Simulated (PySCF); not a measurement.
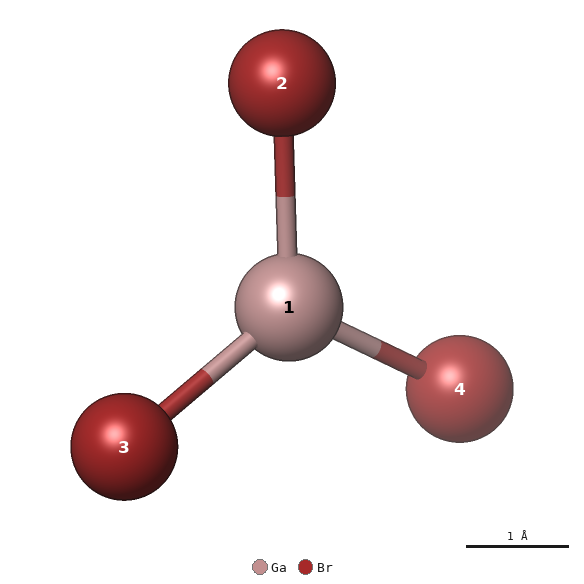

Orthographic view. Atoms fade into the background with distance from the viewer. The geometry was computed by an optimisation with PBE0-D3(BJ)/def2-SVP. No frequency run is at hand to confirm it as a minimum.

Give the geometry as a Z-matrix, atoms in numerical order, with these reference atoms: 2 to 1; 3 to 1, 2; 4 to 1, 3, 2.

```
Ga 
Br   1   2.265
Br   1   2.264   2   119.6
Br   1   2.265   3   120.7   2  -179.6
```
